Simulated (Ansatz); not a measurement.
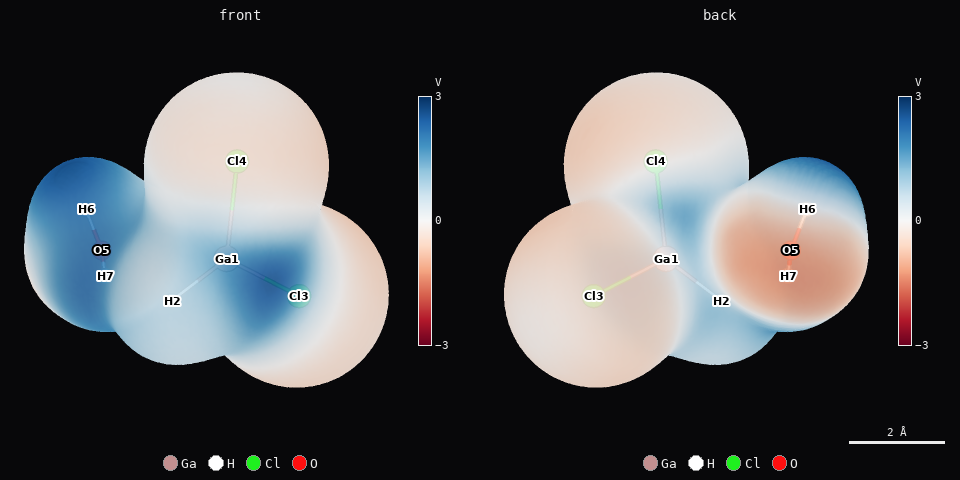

Cl$_{2}$GaH···H$_{2}$O. The molecular electrostatic potential painted on the density surface at 0.002 e/bohr³, seen from the front and from behind; red is negative and blue positive.

Not at a stationary point (largest force 0.8 eV/Å).

Level of theory: Ansatz 0.2.0, RKS PBE/def2-SVP.

```json
{"atom": "Ga", "x (Å)": "0.1041", "y (Å)": "0.2922", "z (Å)": "-0.1232"}
{"atom": "H", "x (Å)": "0.0705", "y (Å)": "0.1448", "z (Å)": "1.4397"}
{"atom": "Cl", "x (Å)": "1.9030", "y (Å)": "0.7353", "z (Å)": "-1.2148"}
{"atom": "Cl", "x (Å)": "-1.7342", "y (Å)": "0.2316", "z (Å)": "-1.2535"}
{"atom": "O", "x (Å)": "0.1218", "y (Å)": "-2.4768", "z (Å)": "0.9624"}
{"atom": "H", "x (Å)": "-0.7994", "y (Å)": "-2.7574", "z (Å)": "0.7943"}
{"atom": "H", "x (Å)": "0.0066", "y (Å)": "-1.7174", "z (Å)": "1.5926"}
```

Where is the surface potential most negative and most positive?

The most negative region (about −1.3 V, or −30 kcal/mol for a unit charge) lies over O5, the most positive (about +2.5 V, or +58 kcal/mol for a unit charge) over Ga1 and H6. O5 is the likeliest acceptor of a hydrogen bond.
